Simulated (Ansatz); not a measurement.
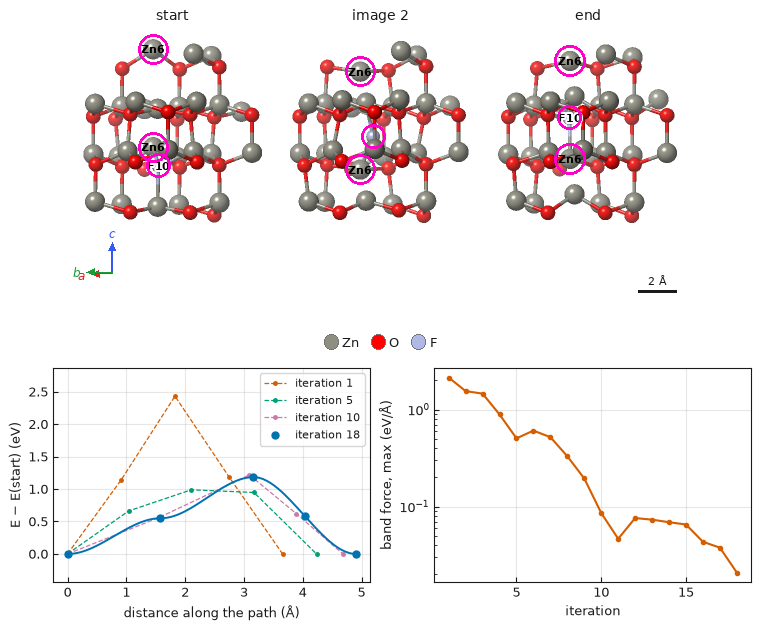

NEB run on ZnO with an O vacancy (15 atoms in the cell, charge +1). Images are numbered from 0 (start) to 4 (end). The plot follows the band through its iterations. A ball-and-stick model of the atoms within 5.2 Å of the middle of the path, seen from a free direction. The atoms that move most are ringed. Bonds to atoms that aren't drawn are left out.

Level of theory: DFT PBE-D3(BJ), scalar-relativistic, plane waves, PAW (Ansatz 0.2.0). Run with plane-wave cutoff 420 eV; k-point mesh 2 × 3 × 3; Fermi-Dirac smearing 0.05 eV; 3 movable images; climbing image; force threshold 0.03 eV/Å; iteration limit 61; starting path by image-dependent pair potential.

Q: How did the profile develop, and is the result final?

A: The result is final at these settings. The band converged in 18 iterations. The largest component of the band force went from 2.1 to 0.021 eV/Å. The climbing image converged on the top of the path. A check of its curvatures found one unstable direction (−1.4 eV/Å²), as a transition state must have. The first iteration put the highest image at 2.43 eV. The barrier is about 1.18 eV in both directions, with image 2 at the top; the ends have the same energy.

Limits of the set-up: the periodic images lie only 5.2 Å apart, so the values are limited by the cell's size; the cell is charged, on a uniform background, and energies carry no finite-size correction.

PAW datasets: the set soft_1.
